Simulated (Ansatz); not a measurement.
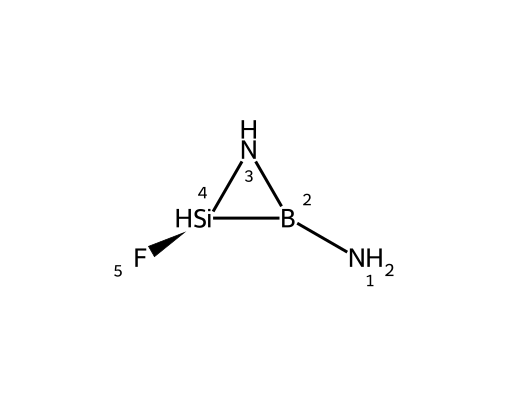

Skeletal drawing with numbered atoms; wedges and dashes mark any stereocentres. The configuration is that of a computed structure (PBE-D4/def2-SVP).

Give the R/S and E/Z labels.

Si4: R.

Give a SMILES with the stereochemistry.

NB1N[Si@@H]1F
